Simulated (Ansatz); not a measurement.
# Cl₂H₂NSn radical: a ladder of functionals and wavefunction methods, part 2 of 2

Ansatz 0.2.0, Gaussian basis; functionals in def2-TZVPP, the program's frozen cores in correlated methods. Earlier steps stand in the parts before.

## Step 15: LC-ωPBE (range-separated)

in.yaml

```yaml
crystal:
  periodic: [false, false, false]
  atoms:
    - {symbol: N, position_ang: [-0.050663, 1.066295, -0.246225]}
    - {symbol: Sn, position_ang: [-0.186245, -0.774872, 0.621253]}
    - {symbol: Cl, position_ang: [2.039859, -1.506694, 0.720638]}
    - {symbol: Cl, position_ang: [-1.306696, -2.063458, -0.986582]}
    - {symbol: H, position_ang: [0.498035, 1.728560, 0.292555]}
    - {symbol: H, position_ang: [-0.952292, 1.486269, -0.447840]}
basis:
  gaussian: {orbitals: def2-TZVPP}
magnetization: {spin_polarized: true, initial_magnetization: 1}
hamiltonian: {xc: {name: LC-wPBE}}
output: {orbitals: {seedname: orbitals}}
```

Started as:

```
$ ansatz run in.yaml --threads 4 --pin off --events-out ev --progress --plain --max-ram 10444MiB
```

The program printed (excerpt; [...] marks lines left out):

```text
Functional definition: LC-wPBE
  name "LC-wPBE"
  cite "Vydrov & Scuseria, J. Chem. Phys. 125, 234109 (2006) doi:10.1063/1.2409292"
  cite "Heyd & Scuseria, J. Chem. Phys. 120, 7274 (2004) doi:10.1063/1.1668634"
  cite "Ernzerhof & Perdew, J. Chem. Phys. 109, 3313 (1998) doi:10.1063/1.476928"
  cite "Perdew, Burke & Ernzerhof, Phys. Rev. Lett. 77, 3865 (1996) doi:10.1103/PhysRevLett.77.3865"
  parent pbe
[...]
1249 factors; their error is unknown
320 factors; integrals over basis functions are off by at most 4.5e-5 eV
[...]
mean field -32396.20757379 eV, -1190.5386693985 hartree, gradient 8.1e-5 eV, S^2 0.761664; 0 other end points of the search recorded, 0 dependent functions left out
reference -32396.20757379 eV, -1190.5386693988 hartree; 33, 32 occupied and 160, 161 virtual orbitals, 1249 factors
Total energy: -32396.20757379 eV, -1190.5386693988 hartree
```

Run time: 3.6 s. Hardware: 4 threads of Arm Neoverse V1, shared host.

With the free atoms at this level, -32379.070 eV in sum, the atomisation energy is 395.2 kcal/mol. HOMO -9.54 eV, LUMO -2.18 eV.

## Step 16: ωB97X-V (range-separated)

in.yaml, as its differences from that of step 15:

```diff
@@ -12,3 +12,3 @@
 magnetization: {spin_polarized: true, initial_magnetization: 1}
-hamiltonian: {xc: {name: LC-wPBE}}
+hamiltonian: {xc: {name: wB97X-V}}
 output: {orbitals: {seedname: orbitals}}
```

Launched as before.

The program printed (excerpt; [...] marks lines left out):

```text
Functional definition: wB97X-V
  name "wB97X-V"
  cite "Mardirossian & Head-Gordon, Phys. Chem. Chem. Phys. 16, 9904 (2014) doi:10.1039/C3CP54374A"
  cite "Becke, J. Chem. Phys. 107, 8554 (1997) doi:10.1063/1.475007"
  cite "Vydrov & Van Voorhis, J. Chem. Phys. 133, 244103 (2010) doi:10.1063/1.3521275"
[...]
      + integral(e_c_pw_opposite_spin*poly(b97_u_opposite, cos0, cos1)) + vv10(b, c)
1325 factors; their error is unknown
236 factors; integrals over basis functions are off by at most 3.6e-5 eV
[...]
mean field -32398.38360443 eV, -1190.6186370498 hartree, gradient 5.6e-5 eV, S^2 0.760304; 0 other end points of the search recorded, 0 dependent functions left out
reference -32398.38360258 eV, -1190.6186369818 hartree; 33, 32 occupied and 160, 161 virtual orbitals, 1325 factors
Total energy: -32398.38360258 eV, -1190.6186369818 hartree
```

It took 12 s on 4 threads of Arm Neoverse V1, shared host; peak memory 0.92 GiB.

With the free atoms at this level, -32380.747 eV in sum, the atomisation energy is 406.7 kcal/mol. HOMO -9.10 eV, LUMO -2.46 eV.

## Step 17: ωB97M-V (range-separated)

in.yaml, as its differences from that of step 16:

```diff
@@ -12,3 +12,3 @@
 magnetization: {spin_polarized: true, initial_magnetization: 1}
-hamiltonian: {xc: {name: wB97X-V}}
-output: {orbitals: {seedname: orbitals}}
+hamiltonian: {xc: {name: wB97M-V}}
+output: {forces: true, orbitals: {seedname: orbitals}}
```

Launched as before.

The program printed (excerpt; [...] marks lines left out):

```text
Functional definition: wB97M-V
  name "wB97M-V"
  cite "Mardirossian & Head-Gordon, J. Chem. Phys. 144, 214110 (2016) doi:10.1063/1.4952647"
  cite "Becke, J. Chem. Phys. 107, 8554 (1997) doi:10.1063/1.475007"
  cite "Vydrov & Van Voorhis, J. Chem. Phys. 133, 244103 (2010) doi:10.1063/1.3521275"
  # Of w^i u^j: cxij and so on, Table III.
[...]
  gx(w, u) = 1 - cx + cx01*u + cx10*w
  gss(w, u) = css00 + css04*u^4 + css10*w + css20*w^2 + css43*w^4*u^3
  gos(w, u) = cos00 + cos10*w + (cos20 + cos21*u)*w^2 + (cos60 + cos61*u)*w^6
[...]
      + integral(e_c_pw_mod_opposite_spin*gos(b97_w_opposite, b97_u_opposite)) + vv10(b, c)
1325 factors; their error is unknown
236 factors; integrals over basis functions are off by at most 3.6e-5 eV
[...]
mean field -32400.12330722 eV, -1190.6825699480 hartree, gradient 5.5e-5 eV, S^2 0.758316; 0 other end points of the search recorded, 0 dependent functions left out
[...]
reference -32400.12335557 eV, -1190.6825717249 hartree; 33, 32 occupied and 160, 161 virtual orbitals, 1325 factors
Total energy: -32400.12335557 eV, -1190.6825717249 hartree
Atom 0 at    -0.050663     1.066295    -0.246225 Å, force    -0.039619    -0.117974     0.116472 eV/Å
Atom 1 at    -0.186245    -0.774872     0.621253 Å, force     0.059758     0.095123    -0.148958 eV/Å
Atom 2 at     2.039859    -1.506694     0.720638 Å, force    -0.084300     0.023323    -0.001452 eV/Å
Atom 3 at    -1.306696    -2.063458    -0.986582 Å, force     0.041718     0.043982     0.063025 eV/Å
Atom 4 at     0.498035     1.728560     0.292555 Å, force    -0.034392    -0.029850    -0.037763 eV/Å
Atom 5 at    -0.952292     1.486269    -0.447840 Å, force     0.056834    -0.014603     0.008676 eV/Å
Dipole moment:    -0.322021     0.616166     0.430174 e Å
```

It took 16 s on 4 threads of Arm Neoverse V1, shared host; peak memory 0.95 GiB.

Atomisation energy: 404.8 kcal/mol (free atoms -32382.569 eV, run apart). HOMO -9.00 eV, LUMO -2.52 eV.

## Step 18: B2PLYP (double hybrid)

in.yaml, as its differences from that of step 17:

```diff
@@ -12,3 +12,2 @@
 magnetization: {spin_polarized: true, initial_magnetization: 1}
-hamiltonian: {xc: {name: wB97M-V}}
-output: {forces: true, orbitals: {seedname: orbitals}}
+hamiltonian: {xc: {name: B2PLYP}}
```

Launched as before.

The program printed (excerpt; [...] marks lines left out):

```text
Functional definition: B2PLYP
  name "B2PLYP"
  cite "Grimme, J. Chem. Phys. 124, 034108 (2006) doi:10.1063/1.2148954"
  cite "Becke, Phys. Rev. A 38, 3098 (1988) doi:10.1103/PhysRevA.38.3098"
  cite "Lee, Yang & Parr, Phys. Rev. B 37, 785 (1988) doi:10.1103/PhysRevB.37.785"
[...]
1320 factors; integrals over basis functions are off by at most 8.9e-4 eV
[...]
mean field -32381.37941056 eV, -1189.9937444507 hartree, gradient 5.6e-6 eV, S^2 0.765552; 1 other end points of the search recorded, 0 dependent functions left out
15 core orbitals not correlated: weight in the atoms' cores, before any rotation towards them, 1.000 or more for the frozen orbitals, at most 0.000 for the correlated occupied ones
reference -32381.37957673 eV, -1189.9937505574 hartree; 18, 17 occupied and 160, 161 virtual orbitals, 1320 factors
second order -29.47810421 eV of doubles, -0.00000000 eV of singles
Total energy: -32389.33866487 eV, -1190.2862416516 hartree
```

Wall time 7.5 s (4 threads of Arm Neoverse V1, shared host); peak memory 0.58 GiB.

With the free atoms at this level, -32372.190 eV in sum, the atomisation energy is 395.5 kcal/mol.

## Step 19: PBE-QIDH (double hybrid)

in.yaml, as its differences from that of step 18:

```diff
@@ -12,2 +12,2 @@
 magnetization: {spin_polarized: true, initial_magnetization: 1}
-hamiltonian: {xc: {name: B2PLYP}}
+hamiltonian: {xc: {name: PBE-QIDH}}
```

The command is unchanged.

The program printed (excerpt; [...] marks lines left out):

```text
Functional definition: PBE-QIDH
  name "PBE-QIDH"
  cite "Brémond, Sancho-García, Pérez-Jiménez & Adamo, J. Chem. Phys. 141, 031101 (2014) doi:10.1063/1.4890314"
  cite "Perdew, Burke & Ernzerhof, Phys. Rev. Lett. 77, 3865 (1996) doi:10.1103/PhysRevLett.77.3865"
[...]
1320 factors; integrals over basis functions are off by at most 8.9e-4 eV
[...]
mean field -32374.16285937 eV, -1189.7285410860 hartree, gradient 4.7e-6 eV, S^2 0.768614; 0 other end points of the search recorded, 0 dependent functions left out
15 core orbitals not correlated: weight in the atoms' cores, before any rotation towards them, 1.000 or more for the frozen orbitals, at most 0.000 for the correlated occupied ones
reference -32374.16287215 eV, -1189.7285415559 hartree; 18, 17 occupied and 160, 161 virtual orbitals, 1320 factors
second order -27.30513469 eV of doubles, -0.00000000 eV of singles
Total energy: -32383.26458372 eV, -1190.0630232865 hartree
```

Wall time 7.5 s (4 threads of Arm Neoverse V1, shared host); peak memory 0.58 GiB.

Atomisation energy: 396.2 kcal/mol (free atoms -32366.085 eV, run apart).

## Step 20: Frontier levels by functional

Dipoles come from the runs that computed forces. Levels are read from the orbital files that the runs wrote (highest filled and lowest empty over both spins):

```tsv
functional	HOMO (eV)	LUMO (eV)	gap (eV)	dipole (D)
LDA (SPW92)	-5.94	-5.36	0.58	
PBE-D4	-5.82	-5.02	0.80	3.82
revPBE-D4	-5.77	-4.90	0.87	
BLYP-D4	-5.66	-4.97	0.69	
r2SCAN-D4	-6.22	-4.84	1.37	3.96
B97M-V	-6.03	-5.02	1.01	
PBE0-D4	-6.99	-4.26	2.72	
B3LYP-D4	-6.75	-4.57	2.18	3.97
r2SCANh-D4	-6.64	-4.55	2.10	
r2SCAN0-D4	-7.29	-4.10	3.19	
HSE06-D4	-6.60	-4.62	1.97	
BHLYP-D4	-7.99	-3.48	4.51	
CAM-B3LYP-D4	-8.22	-3.41	4.81	
LC-ωPBE	-9.54	-2.18	7.36	
ωB97X-V	-9.10	-2.46	6.63	
ωB97M-V	-9.00	-2.52	6.47	3.93
```

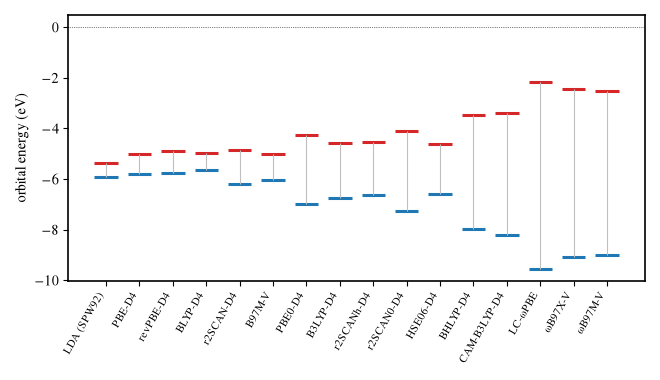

Highest occupied (blue) and lowest empty (red) level by functional.

## Step 21: CCSD(T) in def2-SVP

in.yaml, as its differences from that of step 19:

```diff
@@ -10,4 +10,5 @@
 basis:
-  gaussian: {orbitals: def2-TZVPP}
+  gaussian: {orbitals: def2-SVP}
 magnetization: {spin_polarized: true, initial_magnetization: 1}
-hamiltonian: {xc: {name: PBE-QIDH}}
+correlation: {method: ccsd_t}
+scf: {omitted_lower_state_checks: [cluster_reference]}
```

Same command.

The program printed (excerpt; [...] marks lines left out):

```text
Functional definition: HF
  name "HF"
  cite "Fock, Z. Phys. 61, 126 (1930) doi:10.1007/BF01340294"
  parent pbe
[...]
908 factors; integrals over basis functions are off by at most 4.0e-4 eV
[...]
mean field -32319.19810788 eV, -1187.7086237253 hartree, gradient 1.8e-6 eV, S^2 0.775658; 0 other end points of the search recorded, 0 dependent functions left out
15 core orbitals not correlated: weight in the atoms' cores, before any rotation towards them, 1.000 or more for the frozen orbitals, at most 0.000 for the correlated occupied ones
reference -32319.19810788 eV, -1187.7086237253 hartree; 18, 17 occupied and 53, 54 virtual orbitals, 908 factors
second order -14.24974656 eV of doubles, -0.00000000 eV of singles
cycle   1  -14.88736191 eV  change   -6.4e-1 eV  update   9.0e-2
[...]
cycle  12  -15.31731352 eV  change   -5.9e-7 eV  update   1.6e-5
perturbative correction -0.40410038 eV, -0.0148504150 hartree
Total energy: -32334.91952177 eV, -1188.2863750296 hartree
Checks for a lower state left out: cluster_reference
```

Wall time 10 s (4 threads of Arm Neoverse V1, shared host); peak memory 0.54 GiB.

## Step 22: CCSD(T) in def2-TZVPP

in.yaml, as its differences from that of step 21:

```diff
@@ -10,3 +10,3 @@
 basis:
-  gaussian: {orbitals: def2-SVP}
+  gaussian: {orbitals: def2-TZVPP}
 magnetization: {spin_polarized: true, initial_magnetization: 1}
@@ -14 +14,2 @@
 scf: {omitted_lower_state_checks: [cluster_reference]}
+output: {orbitals: {seedname: orbitals}}
```

Launched as before.

The program printed (excerpt; [...] marks lines left out):

```text
Functional definition: HF
  name "HF"
  cite "Fock, Z. Phys. 61, 126 (1930) doi:10.1007/BF01340294"
  parent pbe
[...]
1320 factors; integrals over basis functions are off by at most 8.9e-4 eV
[...]
mean field -32330.11755990 eV, -1188.1099061854 hartree, gradient 1.9e-6 eV, S^2 0.777259; 0 other end points of the search recorded, 0 dependent functions left out
15 core orbitals not correlated: weight in the atoms' cores, before any rotation towards them, 1.000 or more for the frozen orbitals, at most 0.000 for the correlated occupied ones
reference -32330.11755990 eV, -1188.1099061854 hartree; 18, 17 occupied and 160, 161 virtual orbitals, 1320 factors
second order -24.21958486 eV of doubles, -0.00000000 eV of singles
cycle   1  -24.38967058 eV  change   -1.7e-1 eV  update   1.1e-1
[...]
cycle  13  -25.05623247 eV  change   -1.8e-5 eV  update   1.8e-5
perturbative correction -0.99561258 eV, -0.0365880874 hartree
Total energy: -32356.16940495 eV, -1189.0672938325 hartree
Checks for a lower state left out: cluster_reference
```

Wall time 5.6 min (4 threads of Arm Neoverse V1, shared host); peak memory 6.2 GiB.

## Step 23: MP2 in def2-QZVPP

in.yaml, as its differences from that of step 22:

```diff
@@ -10,6 +10,5 @@
 basis:
-  gaussian: {orbitals: def2-TZVPP}
+  gaussian: {orbitals: "def2-QZVPP.json"}
 magnetization: {spin_polarized: true, initial_magnetization: 1}
-correlation: {method: ccsd_t}
+correlation: {method: mp2}
 scf: {omitted_lower_state_checks: [cluster_reference]}
-output: {orbitals: {seedname: orbitals}}
```

Launched as before.

The program printed (excerpt; [...] marks lines left out):

```text
Functional definition: HF
  name "HF"
  cite "Fock, Z. Phys. 61, 126 (1930) doi:10.1007/BF01340294"
  parent pbe
[...]
2056 factors; integrals over basis functions are off by at most 1.0e-3 eV
[...]
mean field -32330.96444806 eV, -1188.1410287513 hartree, gradient 2.5e-6 eV, S^2 0.777421; 0 other end points of the search recorded, 0 dependent functions left out
15 core orbitals not correlated: weight in the atoms' cores, before any rotation towards them, 1.000 or more for the frozen orbitals, at most 0.000 for the correlated occupied ones
reference -32330.96444806 eV, -1188.1410287513 hartree; 18, 17 occupied and 306, 307 virtual orbitals, 2056 factors
second order -31.50826998 eV of doubles, -0.00000000 eV of singles
Total energy: -32362.47271803 eV, -1189.2989363159 hartree
Checks for a lower state left out: cluster_reference
```

Wall time 18 s (4 threads of Arm Neoverse V1, shared host); peak memory 1.4 GiB.

The pieces so far (eV):

```tsv
basis	HF	MP2 correlation	CCSD correlation	(T)	total
def2-SVP	-32319.1981	-14.2497	-15.3173	-0.4041	-32334.9195
def2-TZVPP	-32330.1176	-24.2196	-25.0562	-0.9956	-32356.1694
def2-QZVPP	-32330.9644	-31.5083			-32362.4727 (MP2)
```

The report of the def2-TZVPP run gives T1 = 0.0165.

## Step 24: From triple and quadruple zeta to the limit

No new run: Hartree-Fock is extrapolated as exp(−7.88√X) and correlation as X^−2.97, with X = 3 and 4; only MP2 was run in the larger set, so CCSD(T) minus MP2 is added from the smaller one.

```tsv
level	energy at the limit (eV)
HF	-32331.0811
MP2	-32367.9884
CCSD	-32368.8250
CCSD(T)	-32369.8206
```

This is no true limit for total energies: MP2 correlation changes by a factor of 1.30 from triple to quadruple zeta (about 1.07 in light molecules), because outer-core shells are correlated in sets not made for them. Much of that cancels between molecule and atoms or ions.

## Step 25: RPA on PBE orbitals

in.yaml, as its differences from that of step 23:

```diff
@@ -10,5 +10,5 @@
 basis:
-  gaussian: {orbitals: "def2-QZVPP.json"}
+  gaussian: {orbitals: def2-TZVPP}
 magnetization: {spin_polarized: true, initial_magnetization: 1}
-correlation: {method: mp2}
-scf: {omitted_lower_state_checks: [cluster_reference]}
+hamiltonian: {xc: pbe}
+correlation: {method: rpa}
```

Same command.

The program printed (excerpt; [...] marks lines left out):

```text
Functional definition: PBE
  name "PBE"
  cite "Perdew, Burke & Ernzerhof, Phys. Rev. Lett. 77, 3865 (1996) doi:10.1103/PhysRevLett.77.3865"
  parent pbe
[...]
1320 factors; integrals over basis functions are off by at most 8.9e-4 eV
[...]
mean field -32391.27731241 eV, -1190.3574856348 hartree, gradient 5.1e-6 eV, S^2 0.752665; 1 other end points of the search recorded, 0 dependent functions left out
15 core orbitals not correlated: weight in the atoms' cores, before any rotation towards them, 1.000 or more for the frozen orbitals, at most 0.000 for the correlated occupied ones
reference -32328.37181378 eV, -1188.0457511991 hartree; 18, 17 occupied and 160, 161 virtual orbitals, 1320 factors
Total energy: -32366.01385669 eV, -1189.4290707612 hartree
```

Wall time 7 s (4 threads of Arm Neoverse V1, shared host); peak memory 0.51 GiB.

RPA correlation: -37.642 eV. No RPA run of the hydrogen atom was made, so RPA has no atomisation energy below.

## Step 26: Atomisation energies

Free atoms (1 N, 1 Sn, 2 Cl, 2 H) were run apart at each level; the atomisation energy is their sum less the molecule, without zero-point or spin-orbit terms.

Differences are taken before rounding.

```tsv
method	rung	atoms, summed (eV)	atomisation energy (kcal/mol)	from CCSD(T)/CBS (kcal/mol)	time
LDA (SPW92)	LDA	-32280.257	475.4	+69.9	1.8 s
PBE-D4	GGA	-32373.320	418.2	+12.6	3 s
revPBE-D4	GGA	-32382.409	404.4	-1.1	2.7 s
BLYP-D4	GGA	-32384.032	407.7	+2.2	2.7 s
r2SCAN-D4	meta-GGA	-32385.505	407.2	+1.7	7 s
B97M-V	meta-GGA	-32378.639	413.3	+7.8	11 s
PBE0-D4	hybrid	-32376.092	404.0	-1.6	4.4 s
B3LYP-D4	hybrid	-32388.890	403.1	-2.5	5 s
r2SCANh-D4	hybrid	-32385.214	402.0	-3.5	8.5 s
r2SCAN0-D4	hybrid	-32384.795	394.6	-10.9	9.5 s
HSE06-D4	hybrid	-32375.543	404.4	-1.1	5 s
BHLYP-D4	hybrid	-32383.952	385.3	-20.3	6 s
CAM-B3LYP-D4	range-separated	-32385.583	401.6	-3.9	5.5 s
LC-ωPBE	range-separated	-32379.070	395.2	-10.3	3.6 s
ωB97X-V	range-separated	-32380.747	406.7	+1.2	12 s
ωB97M-V	range-separated	-32382.569	404.8	-0.7	16 s
B2PLYP	double hybrid	-32372.190	395.5	-10.1	7.5 s
PBE-QIDH	double hybrid	-32366.085	396.2	-9.4	7.5 s
HF/def2-TZVPP	wavefunction	-32318.854	259.7	-145.8	
MP2/def2-TZVPP	wavefunction	-32337.260	393.8	-11.7	
CCSD/def2-TZVPP	wavefunction	-32338.897	375.3	-30.2	
CCSD(T)/def2-SVP	wavefunction	-32319.523	355.1	-50.5	10 s
CCSD(T)/def2-TZVPP	wavefunction	-32339.435	385.9	-19.6	5.6 min
MP2/CBS	wavefunction	-32350.059	413.5	+7.9	
CCSD(T)/CBS	wavefunction	-32352.235	405.5	0	5.9 min
```

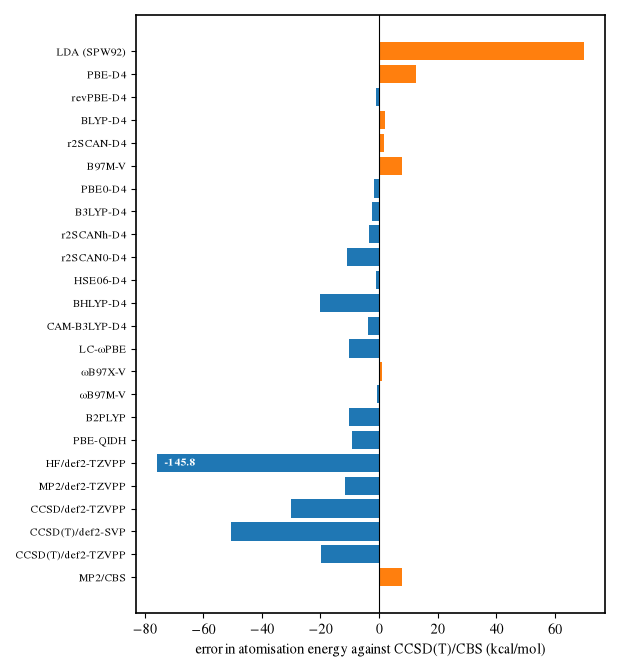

Deviations from CCSD(T)/CBS, method by method. Bars with a number in them are cut short.

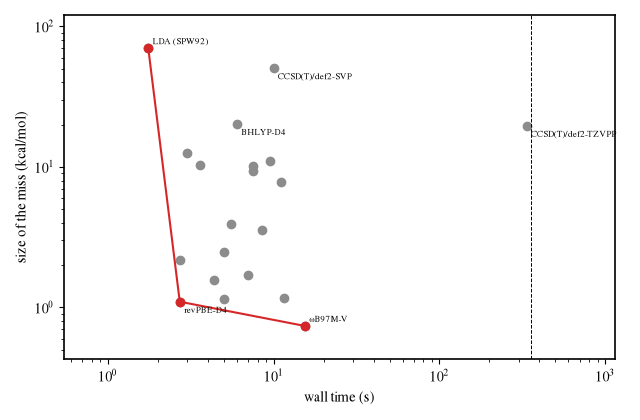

Miss against cost. Red marks the levels that no quicker level drawn beats (of those quicker than the yardstick), and the dashed line is the time of CCSD(T)/CBS. Only those levels and the largest misses are named. Times are from a shared host.

LDA (SPW92), LC-ωPBE, B2PLYP, PBE-QIDH carry no dispersion term (for B3LYP, D4 adds 6.7 kcal/mol).

Times are those of the molecule's run; HF, MP2 and CCSD come out of the CCSD(T) runs, and the limit's time is the sum of the runs that it needs.

## Step 27: Results

What follows sums up all 2 parts.

| quantity | value |
| --- | --- |
| atomisation energy, CCSD(T)/CBS | 405.5 kcal/mol |
| functionals within 4.1 kcal/mol (1.0 %) | revPBE-D4, BLYP-D4, r2SCAN-D4, PBE0-D4, B3LYP-D4, r2SCANh-D4, HSE06-D4, CAM-B3LYP-D4, ωB97X-V, ωB97M-V |
| farthest beyond LDA | BHLYP-D4 (-20.3 kcal/mol) |
| mean size of error, GGA | 5.3 kcal/mol |
| mean size of error, meta-GGA | 4.7 kcal/mol |
| mean size of error, hybrid | 6.7 kcal/mol |
| mean size of error, range-separated | 4.0 kcal/mol |
| mean size of error, double hybrid | 9.7 kcal/mol |
| gap, smallest and largest | 0.58 eV (LDA (SPW92)), 7.36 eV (LC-ωPBE) |
| T1 diagnostic | 0.0165 |
| triples share of the correlation energy | 3.8 % |

The LDA atomisation energy is off by 69.9 kcal/mol (17 %): it overbinds. PBE-D4 is off by +12.6 kcal/mol. Double hybrids carry the basis error of their MP2 part in triple zeta, and no dispersion term here, so their miss is partly the set-up's. By mean error the best rung here is range-separated (4.0 kcal/mol) and the worst beyond LDA is double hybrid (9.7 kcal/mol). hybrid functionals lie within the reference's doubt of that worst mean (6.7 kcal/mol), so those two tie. The gap between the best rungs is small, so their order is not settled. Misses under about 4.1 kcal/mol are within the doubt on the reference itself, which lacks core-valence correlation, spin-orbit coupling and higher excitations, and its outer-core shells are covered unevenly. All levels share the lack of spin-orbit coupling, which lowers the free heavy atoms and so the true binding. Hartree-Fock recovers 64 % of the binding; the rest is correlation. CCSD(T) in def2-SVP is off by -50.5 kcal/mol, which most functionals beat. Orbital gaps span 0.6 to 7.4 eV; exact exchange widens them. Correlated methods include outer-core shells of Sn, which these sets cover unevenly.

ωB97M-V reaches 0.7 kcal/mol from the reference in 16 s, where CCSD(T)/CBS took 5.9 min; the quickest level in the cost chart, LDA (SPW92), takes 1.8 s and misses by 69.9 kcal/mol.
